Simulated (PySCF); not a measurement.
# C2H4B− (SMILES [BH3-]C#C) at MP2/STO-3G (density fitting, C-PCM water)

Aim: the energy difference between two shapes of C2H4B− at MP2/STO-3G (density fitting, C-PCM water), from 2 runs. Input form: a Python script.

Program for the calculation: PySCF 2.14.0.

4 further runs of the same task are left out: 4 set aside as unsound or not needed.

## (1) The structure to begin with

C2H4B− has 7 atoms, charge -1, and is taken as a singlet. SMILES: `[BH3-]C#C`. The shape is that of a GFN2-xTB optimisation.

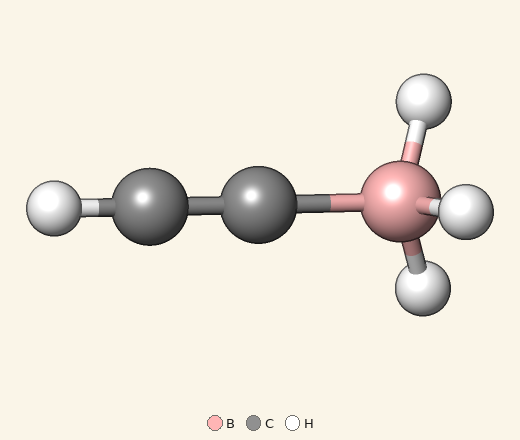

The structure, seen from a chosen angle (boron pink, carbon grey, hydrogen white).

## (2) The energy at MP2/STO-3G (density fitting, C-PCM water)

job.py reads:

```python
from pyscf import gto, mp, solvent
from pyscf import df

mol = gto.M(
    atom='''
B     -1.441086     1.108721    -0.477080
C      0.834560    -0.654166     0.274539
C      2.583463    -1.991639     0.855800
H     -3.294152    -0.194963    -1.005221
H     -0.848487     2.395247    -2.321699
H     -1.959759     2.505852     1.308276
H      4.125461    -3.169052     1.365384
''',
    unit='bohr',
    charge=-1,
    basis='sto-3g',
    verbose=4,
    max_memory=1860,
)

mf = mol.RHF()
mf = mf.density_fit(auxbasis=df.aug_etb(mol, beta=2.0))
mf = mf.PCM()
mf.with_solvent.method = 'C-PCM'
mf.with_solvent.eps = 78.3553
mf.kernel()

pt = mp.MP2(mf, frozen=3).run()
etot = pt.e_tot
print('Final energy', etot)
mf.analyze()
```

The run is started by

```console
$ OMP_NUM_THREADS=1 python job.py
```

The log of the run:

```text
PySCF version 2.14.0

[INPUT] num. atoms = 7
[INPUT] num. electrons = 22
[INPUT] charge = -1
[INPUT] spin (= nelec alpha-beta = 2S) = 0
[INPUT] symmetry False subgroup None
[INPUT] Mole.unit = bohr
[INPUT] Symbol           X                Y                Z      unit          X                Y                Z       unit  Magmom
[INPUT]  1 B     -0.762589870176   0.586709886468  -0.252459863786 AA   -1.441086000000   1.108721000000  -0.477080000000 Bohr   0.0
[INPUT]  2 C      0.441630133145  -0.346169739359   0.145279782309 AA    0.834560000000  -0.654166000000   0.274539000000 Bohr   0.0
[INPUT]  3 C      1.367109744855  -1.053929971179   0.452869857105 AA    2.583463000000  -1.991639000000   0.855800000000 Bohr   0.0
[INPUT]  4 H     -1.743190167707  -0.103169976573  -0.531940045138 AA   -3.294152000000  -0.194963000000  -1.005221000000 Bohr   0.0
[INPUT]  5 H     -0.448999984162   1.267510126924  -1.228590201416 AA   -0.848487000000   2.395247000000  -2.321699000000 Bohr   0.0
[INPUT]  6 H     -1.037059801695   1.326039772338   0.692309844794 AA   -1.959759000000   2.505852000000   1.308276000000 Bohr   0.0
[INPUT]  7 H      2.183099945739  -1.676990098620   0.722530096955 AA    4.125461000000  -3.169052000000   1.365384000000 Bohr   0.0

[... 40 lines left out ...]
Solvent Energy = -0.00285711207508713
[... 11 lines left out ...]
Solvent Energy = -0.101601922367583
[... 11 lines left out ...]
Solvent Energy = -0.100218633122311
[... 11 lines left out ...]
Solvent Energy = -0.100218289742478
[... 12 lines left out ...]
Total Energy =                        -101.415192392213555
[... 2 lines left out ...]
Two-electron Energy =                   91.485039524825382
[... 4 lines left out ...]
MO #1   energy= -10.8818204625059  occ= 2
[... 2 lines left out ...]
MO #4   energy= -0.877708600501914 occ= 2
[... 2 lines left out ...]
MO #7   energy= -0.366186991273526 occ= 2
[... 2 lines left out ...]
MO #10  energy= -0.247387644868254 occ= 2
[... 2 lines left out ...]
MO #13  energy= 0.46787343784068   occ= 0
MO #14  energy= 0.662219637827754  occ= 0
MO #15  energy= 0.825251497827642  occ= 0
MO #16  energy= 0.854261366425877  occ= 0
MO #17  energy= 0.854519405733916  occ= 0
MO #18  energy= 0.921957645019994  occ= 0
MO #19  energy= 1.5442650383669    occ= 0
 ** Mulliken pop on meta-lowdin orthogonal AOs  **
 ** Mulliken pop  **
pop of  0 B 1s            1.99936
pop of  0 B 2s            0.82802
pop of  0 B 2px           0.77736
pop of  0 B 2py           0.79926
pop of  0 B 2pz           0.82662
pop of  1 C 1s            1.99987
pop of  1 C 2s            1.14676
pop of  1 C 2px           1.03033
pop of  1 C 2py           0.98394
pop of  1 C 2pz           0.93042
pop of  2 C 1s            1.99988
pop of  2 C 2s            1.04039
pop of  2 C 2px           1.05197
pop of  2 C 2py           1.06910
pop of  2 C 2pz           1.08766
pop of  3 H 1s            1.15718
pop of  4 H 1s            1.15699
pop of  5 H 1s            1.15697
pop of  6 H 1s            0.95791
 ** Mulliken atomic charges  **
charge of    0B =     -0.23063
charge of    1C =     -0.09133
charge of    2C =     -0.24900
charge of    3H =     -0.15718
charge of    4H =     -0.15699
charge of    5H =     -0.15697
charge of    6H =      0.04209

WARN: System has nonzero charge -1; the dipole moment is origin-dependent.
Location of origin: [0. 0. 0.]

Dipole moment(X, Y, Z, Debye):  2.30859, -1.77237,  0.76343
```

It took 5.4 s on 1 thread of AMD EPYC, shared host; peak memory 0.22 GiB.

## (3) The distorted shape, same level

run.py reads:

```python
from pyscf import gto, mp, solvent
from pyscf import df

system = gto.M(
    atom='''
B     -1.450157     1.159133    -0.485903
C      0.809082    -0.679440     0.303934
C      2.535540    -1.938075     0.847691
H     -3.341760    -0.208427    -1.006655
H     -0.930110     2.410788    -2.331930
H     -2.017766     2.463496     1.289184
H      4.065523    -3.105725     1.292134
''',
    basis='sto-3g',
    max_memory=1860,
    unit='bohr',
    verbose=4,
    charge=-1,
)

myscf = system.RHF()
myscf = myscf.density_fit(auxbasis=df.aug_etb(system, beta=2.0))
myscf = myscf.PCM()
myscf.with_solvent.method = 'C-PCM'
myscf.with_solvent.eps = 78.3553
myscf.kernel()

pt = mp.MP2(myscf, frozen=3).run()
energy = pt.e_tot
print('E = %.10f Eh' % energy)
dip = myscf.dip_moment()
pop, q = myscf.mulliken_pop()
```

The run is started by

```console
$ OMP_NUM_THREADS=1 python run.py
```

The log of the run:

```text
PySCF version 2.14.0

[INPUT] num. atoms = 7
[INPUT] num. electrons = 22
[INPUT] charge = -1
[INPUT] spin (= nelec alpha-beta = 2S) = 0
[INPUT] symmetry False subgroup None
[INPUT] Mole.unit = bohr
[INPUT] Symbol           X                Y                Z      unit          X                Y                Z       unit  Magmom
[INPUT]  1 B     -0.767390036656   0.613386768025  -0.257128794318 AA   -1.450157000000   1.159133000000  -0.485903000000 Bohr   0.0
[INPUT]  2 C      0.428147756166  -0.359544164187   0.160834946424 AA    0.809082000000  -0.679440000000   0.303934000000 Bohr   0.0
[INPUT]  3 C      1.341749985376  -1.025585123054   0.448578759102 AA    2.535540000000  -1.938075000000   0.847691000000 Bohr   0.0
[INPUT]  4 H     -1.768383236364  -0.110294818540  -0.532698885259 AA   -3.341760000000  -0.208427000000  -1.006655000000 Bohr   0.0
[INPUT]  5 H     -0.492193015649   1.275734069959  -1.234004213461 AA   -0.930110000000   2.410788000000  -2.331930000000 Bohr   0.0
[INPUT]  6 H     -1.067755784169   1.303625942393   0.682206793483 AA   -2.017766000000   2.463496000000   1.289184000000 Bohr   0.0
[INPUT]  7 H      2.151382122071  -1.643478893385   0.683767866255 AA    4.065523000000  -3.105725000000   1.292134000000 Bohr   0.0

[... 29 lines left out ...]
WARN: PCM is an experimental feature. It is still in testing.
[... 10 lines left out ...]
Solvent Energy = -0.00286819866057942
[... 3 lines left out ...]
Solvent Energy = -0.106340465003888
[... 3 lines left out ...]
Solvent Energy = -0.0996927440888878
[... 3 lines left out ...]
Solvent Energy = -0.101489263764103
[... 3 lines left out ...]
Solvent Energy = -0.100305361878422
[... 3 lines left out ...]
Solvent Energy = -0.100292271377969
[... 3 lines left out ...]
Solvent Energy = -0.100287826961291
[... 3 lines left out ...]
Solvent Energy = -0.100287088509807
[... 3 lines left out ...]
Solvent Energy = -0.100287077963337
[... 3 lines left out ...]
Solvent Energy = -0.100287086008607
[... 1 line left out ...]
converged SCF energy = -101.416184397273
[... 1 line left out ...]
******** <class 'pyscf.mp.dfmp2.DFRMP2'> ********
nocc = 8, nmo = 16
frozen orbitals 3
E(DFRMP2) = -101.594292867119  E_corr = -0.178108469846517
E(SCS-DFRMP2) = -101.601444423495  E_corr = -0.185260026222503
E_corr(same-spin) = -0.0328501587615201
E_corr(oppo-spin) = -0.145258311084997
E = -101.5942928671 Eh

WARN: System has nonzero charge -1; the dipole moment is origin-dependent.
Location of origin: [0. 0. 0.]

Dipole moment(X, Y, Z, Debye):  2.48568, -1.72209,  0.76721
 ** Mulliken pop  **
pop of  0 B 1s            1.98816
pop of  0 B 2s            0.85079
pop of  0 B 2px           0.69196
pop of  0 B 2py           0.72662
pop of  0 B 2pz           0.76999
pop of  1 C 1s            1.99482
pop of  1 C 2s            1.24256
pop of  1 C 2px           1.01856
pop of  1 C 2py           0.98041
pop of  1 C 2pz           0.92522
pop of  2 C 1s            1.99437
pop of  2 C 2s            1.09016
pop of  2 C 2px           1.03480
pop of  2 C 2py           1.07002
pop of  2 C 2pz           1.09014
pop of  3 H 1s            1.20943
pop of  4 H 1s            1.19018
pop of  5 H 1s            1.19020
pop of  6 H 1s            0.94161
 ** Mulliken atomic charges  **
charge of    0B =     -0.02752
charge of    1C =     -0.16157
charge of    2C =     -0.27950
charge of    3H =     -0.20943
charge of    4H =     -0.19018
charge of    5H =     -0.19020
charge of    6H =      0.05839
```

Run time: 5.4 s. Hardware: 1 thread of AMD EPYC, shared host; peak memory 0.22 GiB.

## (4) Summary of results

At MP2/STO-3G (density fitting, C-PCM water), 3 core orbitals frozen:

```
                                                              quantity          value
                                             first shape: total energy  -101.60265 Eh
                      first shape: HOMO energy (Hartree–Fock orbitals)       -6.73 eV
                      first shape: LUMO energy (Hartree–Fock orbitals)       12.73 eV
    first shape: HOMO–LUMO gap (to an unbound level, set by the basis)       19.46 eV
              first shape: correlation energy (3 core orbitals frozen)     -187.5 mEh
                               first shape: solvent term in the energy  -263.1 kJ/mol
                                         distorted shape: total energy  -101.59429 Eh
                  distorted shape: HOMO energy (Hartree–Fock orbitals)       -6.99 eV
                  distorted shape: LUMO energy (Hartree–Fock orbitals)       13.13 eV
distorted shape: HOMO–LUMO gap (to an unbound level, set by the basis)       20.12 eV
          distorted shape: correlation energy (3 core orbitals frozen)     -178.1 mEh
                           distorted shape: solvent term in the energy  -263.3 kJ/mol
                                energy change with the atoms displaced       0.227 eV
```

What this shows: With the atoms displaced the energy rises by 0.23 eV (21.9 kJ/mol). The first shape isn't relaxed at this level, so the change isn't measured from a minimum. The minimal basis adds a large error of its own. Mulliken charges (distorted shape) of the mean-field density run from -0.28 on C3 to +0.06 on H7.
